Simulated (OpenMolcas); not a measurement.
# CH2BF3O (SMILES OC(F)B(F)F), step by step

Aim: the energy (HF/ANO-RCC-MB), then the energy (CASSCF(2,2)/ANO-RCC-VDZP), then an energy scan (CASPT2(2,2)/ANO-RCC-VDZP), then an energy scan (SC-NEVPT2(2,2)/ANO-RCC-VDZP), then the energy along one coordinate (MC-PDFT[tPBE](2,2)/ANO-RCC-VDZP) of CH2BF3O. 

The results are computed with OpenMolcas 26.06.

## 1. The molecule

CH2BF3O has 8 atoms, charge 0, and is taken as a singlet. As SMILES, `OC(F)B(F)F`. The coordinates come from a PBE0-D4/def2-TZVP relaxation. This is one conformer, not always the lowest.

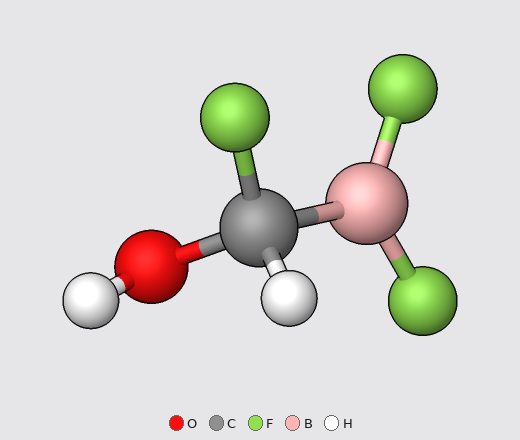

The structure, seen from a chosen angle (oxygen red, carbon grey, fluorine green, boron pink, hydrogen white).

## 2. A single-point energy at HF/ANO-RCC-MB (DKH2) (run 1)

geom.xyz

```xyz
8

O     -0.197300    -1.323900     0.466200
C      0.446500    -0.164100     0.086400
F      1.166700     0.362800     1.146700
B     -0.673500     0.866000    -0.392200
F     -1.258000     0.689100    -1.556000
F     -1.023000     1.898300     0.333000
H      0.445400    -2.033100     0.566400
H      1.185400    -0.352200    -0.706200
```

step1.input

```
* CH2BF3O Hartree-Fock

&GATEWAY
  Coord = geom.xyz
  Basis = ANO-RCC-MB
  Group = NoSym

&SEWARD

&SCF
  PrOrbitals = 0

&LOCALISATION
  Occupied
  Freeze
  Pipek-Mezey

&LOCALISATION
  FileOrb = $Project.LocOrb
  Virtual
  Pipek-Mezey
```

Started as:

```sh
$ export MOLCAS_MEM=1860
$ pymolcas step1.input > step1.log
```

Standard output:

```text
--- Start Module: gateway ---
[...]
--- Stop Module: gateway /rc=_RC_ALL_IS_WELL_ ---
[...]
      Basis functions           32
[...]
       Convergence after   9 Iterations
[...]
::    Total SCF energy                               -437.0693225339
[...]
      Total spin, S                                     0.0000000000
[...]
      Total electronic charge=   48.000000
      Total            charge=   -0.000000
[...]
      Dipole Moment (debye):
      Origin of the operator (angstrom)=   -0.2524    0.4085    0.0264
                   X=  1.7574E+00               Y= -1.7065E+00               Z= -1.3537E+00           Total=  2.7988E+00
      Quadrupole Moment (debye*angstrom):
[...]
--- Start Module: localisation ---
[...]
--- Stop Module: localisation /rc=_RC_ALL_IS_WELL_ ---
--- Start Module: localisation ---
[...]
--- Stop Module: localisation /rc=_RC_ALL_IS_WELL_ ---
[...]
```

Wall time 7.2 s (1 thread of AMD EPYC 7R43 (Zen 3), shared host); peak memory 0.38 GiB.

## 3. A single-point energy at CASSCF(2,2)/ANO-RCC-VDZP (DKH2, RICD fitting) (run 2)

geom.xyz is that of step 2.

step2.inp

```
&GATEWAY
 Coord=geom.xyz
 Basis=ANO-RCC-MB
 Group=NoSym

&SEWARD

&RASSCF
 FileOrb=$CurrDir/step1.LocOrb
 Alter=2
 1 11 24
 1 25 29
 Spin=1
 Nactel=2 0 0
 Inactive=23
 Ras2=2
 OrbListing=Nothing
>>> COPY $Project.RunFile RUNFIL1
>>> COPY $Project.RasOrb INPORB

&GATEWAY
 Coord=geom.xyz
 Basis=ANO-RCC-VDZP
 Group=NoSym
 RICD

&SEWARD
>>> COPY $Project.RunFile RUNFIL2

&EXPBAS

&RASSCF
 FileOrb=$Project.ExpOrb
 Spin=1
 Nactel=2 0 0
 Inactive=23
 Ras2=2
 OrbListing=Nothing
 OrbAppear=Compact
```

Started as:

```sh
$ export MOLCAS_MEM=1860
$ pymolcas step2.inp > step2.log
```

Standard output:

```text
--- Start Module: gateway ---
[...]
--- Stop Module: gateway /rc=_RC_ALL_IS_WELL_ ---
[...]
      Basis functions           32
[...]
      Number of active orbitals                  2
[...]
      Spin quantum number                      0.0
[...]
      Active orbitals                            2
[...]
      Number of CSFs                             3
[...]
      Number of root(s) required                 1
[...]
      Convergence after 10 iterations
[...]
      printout of CI-coefficients larger than  0.05 for root  1
      energy=    -437.084186
      conf/sym  11     Coeff  Weight
             1  20   0.99524 0.99050
             3  02  -0.09747 0.00950
      Natural orbitals and occupation numbers for root  1
      sym 1:   1.980998   0.019002
      ************************************************************************************************************************
      *                                                    Final results                                                     *
[...]
::    RASSCF root number  1 Total energy:   -437.08418616
[...]
      Basis functions           94
[...]
--- Start Module: expbas ---
[...]
--- Stop Module: expbas /rc=_RC_ALL_IS_WELL_ ---
--- Start Module: rasscf ---
[...]
      Convergence after 13 iterations
[...]
      Natural orbitals and occupation numbers for root  1
      sym 1:   1.981323   0.018677
      ************************************************************************************************************************
      *                                                    Final results                                                     *
[...]
::    RASSCF root number  1 Total energy:   -437.53596360
[...]
      Total electronic charge=   48.000000
      Total            charge=   -0.000000
[...]
      Dipole Moment (debye):
      Origin of the operator (angstrom)=   -0.2524    0.4085    0.0264
                   X=  1.5147E+00               Y= -1.7956E+00               Z= -1.3788E+00           Total=  2.7239E+00
      Quadrupole Moment (debye*angstrom):
[...]
--- Stop Module: rasscf /rc=_RC_ALL_IS_WELL_ ---
[...]
```

It took 22 s on 1 thread of AMD EPYC 7R43 (Zen 3), shared host; peak memory 0.38 GiB.

## 4. An energy scan at CASPT2(2,2)/ANO-RCC-VDZP (DKH2, RICD fitting, ipea shift 0.25 Eh, pt2 variant SS) (run 3)

step3.input

```
* CH2BF3O CASPT2
>>> COPY $CurrDir/step2.RasOrb $Project.RasOrb
>>> ForEach K in (1, 2, 3, 4, 5, 6, 7, 8, 9)

&GATEWAY
  COORD = $CurrDir/point$K.xyz
  BASIS = ANO-RCC-VDZP
  GROUP = NoSym
  RICD

&SEWARD

&RASSCF
  FILEORB = $Project.RasOrb
  SPIN = 1
  NACTEL = 2 0 0
  INACTIVE = 23
  RAS2 = 2
  ORBLISTING = Nothing
  ORBAPPEAR = Compact

&CASPT2
  IMAGINARY = 0.2
  FROZEN = 6
>>> EndDo
```

Started as:

```sh
$ export MOLCAS_MEM=1860
$ pymolcas step3.input > step3.log
```

Standard output:

```text
[...]
      Basis functions           94
[...]
      Number of active orbitals                  2
[...]
      Spin quantum number                      0.0
[...]
      Active orbitals                            2
[...]
      Number of CSFs                             3
[...]
      Number of root(s) required                 1
[...]
      Convergence after  9 iterations
[...]
      Natural orbitals and occupation numbers for root  1
      sym 1:   1.987092   0.012908
      ************************************************************************************************************************
      *                                                    Final results                                                     *
[...]
::    RASSCF root number  1 Total energy:   -437.52615233
[...]
::    CASPT2 Root  1     Total energy:   -438.48769294
[...]
      Convergence after  9 iterations
[...]
      Natural orbitals and occupation numbers for root  1
      sym 1:   1.981311   0.018689
      ************************************************************************************************************************
      *                                                    Final results                                                     *
[...]
      Convergence after 10 iterations
[...]
      Natural orbitals and occupation numbers for root  1
      sym 1:   1.836313   0.163687
      ************************************************************************************************************************
      *                                                    Final results                                                     *
[...]
      Convergence after 10 iterations
[...]
      Natural orbitals and occupation numbers for root  1
      sym 1:   1.682853   0.317147
      ************************************************************************************************************************
      *                                                    Final results                                                     *
[...]
      Convergence after 10 iterations
[...]
      Natural orbitals and occupation numbers for root  1
      sym 1:   1.436975   0.563025
      ************************************************************************************************************************
      *                                                    Final results                                                     *
[...]
::    RASSCF root number  1 Total energy:   -437.39158682
[...]
::    CASPT2 Root  1     Total energy:   -438.34900855
[...]
      Convergence after  9 iterations
[...]
::    RASSCF root number  1 Total energy:   -437.38364275
[...]
::    CASPT2 Root  1     Total energy:   -438.33909833
[...]
```

It took 2.3 min on 1 thread of AMD EPYC 7R43 (Zen 3), shared host; peak memory 0.083 GiB.

The scan, from its lowest point:

| H8–C2 (Å) | energy (kJ/mol) |
| --- | --- |
| 0.990 | 24.5 |
| 1.100 | 0.0 |
| 1.210 | 13.9 |
| 1.375 | 67.2 |
| 1.595 | 154.1 |
| 1.870 | 250.7 |
| 2.200 | 332.0 |
| 2.640 | 388.6 |
| 3.299 | 414.6 |

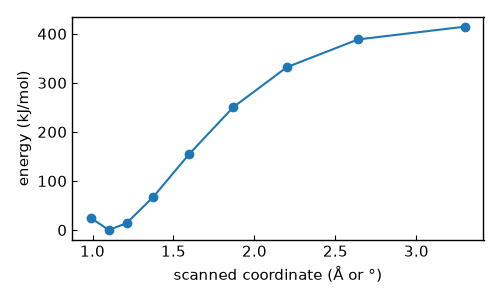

Energy along the scan.

## 5. An energy scan at SC-NEVPT2(2,2)/ANO-RCC-VDZP (DKH2, RICD fitting, pt2 variant SC-NEVPT2) (run 4)

step4.inp

```
>>> COPY $CurrDir/step2.RasOrb $Project.RasOrb
>>> ForEach K in (1, 2, 3, 4, 5, 6, 7, 8, 9)

&gateway
 coord=$CurrDir/point$K.xyz
 basis=ANO-RCC-VDZP
 group=NoSym
 ricd

&seward

&rasscf
 fileorb=$Project.RasOrb
 spin=1
 nactel=2 0 0
 inactive=23
 ras2=2
 orblisting=Nothing
 orbappear=Compact

&caspt2
 sc-nevpt2
 frozen=6
>>> EndDo
```

Started as:

```sh
$ export MOLCAS_MEM=1860
$ pymolcas step4.inp > step4.log
```

Standard output:

```text
[...]
      Basis functions           94
[...]
      Number of active orbitals                  2
[...]
      Spin quantum number                      0.0
[...]
      Active orbitals                            2
[...]
      Number of CSFs                             3
[...]
      Number of root(s) required                 1
[...]
      Convergence after  9 iterations
[...]
      printout of CI-coefficients larger than  0.05 for root  1
      energy=    -437.526152
      conf/sym  11     Coeff  Weight
             1  20   0.99677 0.99355
             3  02  -0.08034 0.00645
      Natural orbitals and occupation numbers for root  1
      sym 1:   1.987092   0.012908
      ************************************************************************************************************************
      *                                                    Final results                                                     *
[...]
::    RASSCF root number  1 Total energy:   -437.52615233
[...]
      E2 (Variational):          -0.9572032381
[...]
::    SC-NEVPT2 Root  1     Total energy:   -438.48332272
[...]
      Convergence after  9 iterations
[...]
      Natural orbitals and occupation numbers for root  1
      sym 1:   1.981311   0.018689
      ************************************************************************************************************************
      *                                                    Final results                                                     *
[...]
      Convergence after 10 iterations
[...]
      Natural orbitals and occupation numbers for root  1
      sym 1:   1.836313   0.163687
      ************************************************************************************************************************
      *                                                    Final results                                                     *
[...]
      Convergence after 10 iterations
[...]
      Natural orbitals and occupation numbers for root  1
      sym 1:   1.682853   0.317147
      ************************************************************************************************************************
      *                                                    Final results                                                     *
[...]
      Convergence after 10 iterations
[...]
::    RASSCF root number  1 Total energy:   -437.39158682
[...]
::    SC-NEVPT2 Root  1     Total energy:   -438.34462791
[...]
      Convergence after  9 iterations
[...]
::    RASSCF root number  1 Total energy:   -437.38364275
[...]
      E2 (Variational):          -0.9514239880
[...]
      Reference weight:           0.80146
[...]
::    SC-NEVPT2 Root  1     Total energy:   -438.33506674
[...]
```

It took 1.8 min on 1 thread of AMD EPYC 7R43 (Zen 3), shared host; peak memory 0.083 GiB.

The scan, from its lowest point:

| H8–C2 (Å) | energy (kJ/mol) |
| --- | --- |
| 0.990 | 25.2 |
| 1.100 | 0.0 |
| 1.210 | 13.3 |
| 1.375 | 66.0 |
| 1.595 | 152.8 |
| 1.870 | 250.1 |
| 2.200 | 332.6 |
| 2.640 | 389.3 |
| 3.299 | 414.5 |

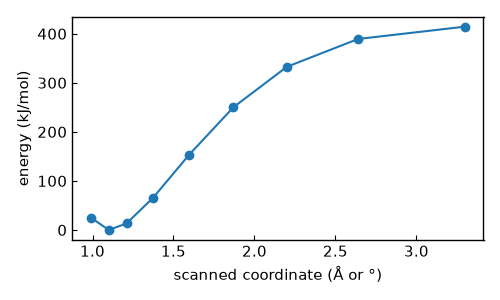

Energy along the scan.

## 6. An energy scan at MC-PDFT[tPBE](2,2)/ANO-RCC-VDZP (DKH2, RICD fitting) (run 5)

step5.inp

```
* CH2BF3O MC-PDFT
>>> COPY $CurrDir/step2.RasOrb $Project.RasOrb
>>> ForEach K in (1, 2, 3, 4, 5, 6, 7, 8, 9)

&GATEWAY
 Coord = $CurrDir/point$K.xyz
 Basis = ANO-RCC-VDZP
 Group = NoSym
 RICD

&SEWARD

&RASSCF
 FileOrb = $Project.RasOrb
 Spin = 1
 Nactel = 2 0 0
 Inactive = 23
 Ras2 = 2
 OrbListing = Nothing
 OrbAppear = Compact

&MCPDFT
 KSDFT = T:PBE
>>> EndDo
```

Started as:

```sh
$ export MOLCAS_MEM=1860
$ pymolcas step5.inp > step5.log
```

Standard output:

```text
--- Start Module: gateway ---
[...]
      Basis functions           94
[...]
      Number of active orbitals                  2
[...]
      Spin quantum number                      0.0
[...]
      Active orbitals                            2
[...]
      Number of CSFs                             3
[...]
      Number of root(s) required                 1
[...]
      Convergence after  9 iterations
[...]
      printout of CI-coefficients larger than  0.05 for root  1
      energy=    -437.526152
      conf/sym  11     Coeff  Weight
             1  20   0.99677 0.99355
             3  02  -0.08034 0.00645
      Natural orbitals and occupation numbers for root  1
      sym 1:   1.987092   0.012908
      ************************************************************************************************************************
      *                                                    Final results                                                     *
[...]
::    RASSCF root number  1 Total energy:   -437.52615233
[...]
::    MCPDFT root number  1 Total energy:   -439.05288825
[...]
      Convergence after  9 iterations
[...]
      Natural orbitals and occupation numbers for root  1
      sym 1:   1.981311   0.018689
      ************************************************************************************************************************
      *                                                    Final results                                                     *
[...]
      Convergence after 10 iterations
[...]
      Natural orbitals and occupation numbers for root  1
      sym 1:   1.836313   0.163687
      ************************************************************************************************************************
      *                                                    Final results                                                     *
[...]
      Convergence after 10 iterations
[...]
      Natural orbitals and occupation numbers for root  1
      sym 1:   1.682853   0.317147
      ************************************************************************************************************************
      *                                                    Final results                                                     *
[...]
      Convergence after 10 iterations
[...]
::    RASSCF root number  1 Total energy:   -437.39158682
[...]
::    MCPDFT root number  1 Total energy:   -438.90656066
[...]
      Convergence after  9 iterations
[...]
::    RASSCF root number  1 Total energy:   -437.38364275
[...]
      Total electronic charge=   48.000000
      Total            charge=   -0.000000
[...]
::    MCPDFT root number  1 Total energy:   -438.89623748
[...]
```

It took 1.9 min on 1 thread of AMD EPYC 7R43 (Zen 3), shared host; peak memory 0.083 GiB.

The scan, from its lowest point:

| H8–C2 (Å) | energy (kJ/mol) |
| --- | --- |
| 0.990 | 25.3 |
| 1.100 | 0.0 |
| 1.210 | 12.8 |
| 1.375 | 64.8 |
| 1.595 | 152.1 |
| 1.870 | 253.4 |
| 2.200 | 344.0 |
| 2.640 | 409.4 |
| 3.299 | 436.5 |

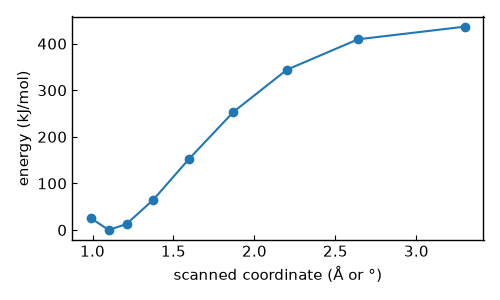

Energy along the scan.

## 7. Outcome

| quantity | value |
| --- | --- |
| run 1, HF/ANO-RCC-MB: total energy | -437.06932 Eh |
| run 1, HF/ANO-RCC-MB: dipole moment | 2.80 D |
| run 1, HF/ANO-RCC-MB: HOMO energy | -14.58 eV |
| run 1, HF/ANO-RCC-MB: LUMO energy | 2.33 eV |
| run 1, HF/ANO-RCC-MB: HOMO–LUMO gap | 16.91 eV |
| run 2, CASSCF(2,2)/ANO-RCC-VDZP: total energy | -437.53596 Eh |
| run 2, CASSCF(2,2)/ANO-RCC-VDZP: dipole moment (CASSCF density) | 2.72 D |
| run 3, CASPT2(2,2)/ANO-RCC-VDZP: lowest energy of the scan | -438.49702 Eh |
| run 4, SC-NEVPT2(2,2)/ANO-RCC-VDZP: lowest energy of the scan | -438.49292 Eh |
| run 5, MC-PDFT[tPBE](2,2)/ANO-RCC-VDZP: lowest energy of the scan | -439.06251 Eh |

In words: Mulliken charges (run 1, HF/ANO-RCC-MB) run from -0.58 on O1 to +1.11 on B4; they depend strongly on the basis.
